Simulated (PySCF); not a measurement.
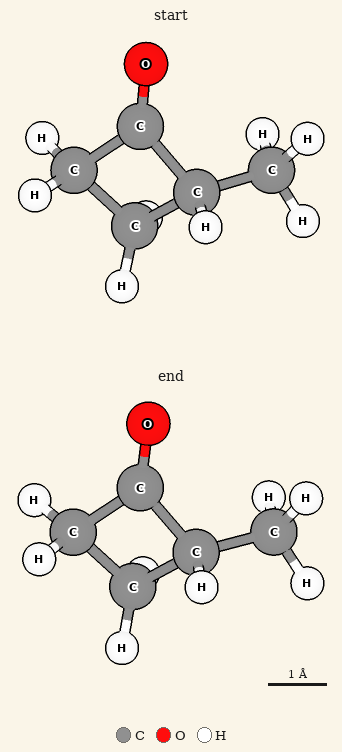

The structure of C$_{5}$H$_{8}$O before (top) and after (bottom) a relaxation, at one scale.

Style: ball-and-stick. Shown at a tilt.

The start comes from MMFF94s.

The calculation used PBE0-D3(BJ)/def2-SVP geometry optimisation, gas phase (PySCF). 

Describe what moved and what it gained.

Answer. The energy falls by 0.090 eV in 11 geometry steps. The largest force component goes from 1.4 to 0.017 eV/Å. The atom that moves furthest after the best rigid fit is an H atom (0.19 Å). By element the largest moves are H 0.19 Å, O 0.17 Å, C 0.07 Å. Among the contacts that change: C–O 1.212 → 1.196 Å, C–C 1.540 → 1.525 Å, C–H 1.098 → 1.106 Å, C–C 1.556 → 1.552 Å. Bond angles that change, for instance: C–C–C 116.1° → 121.6°, C–C–H 115.2° → 119.1°, C–C–H 111.3° → 107.4°. The run took roughly 70 core-seconds on a shared host.
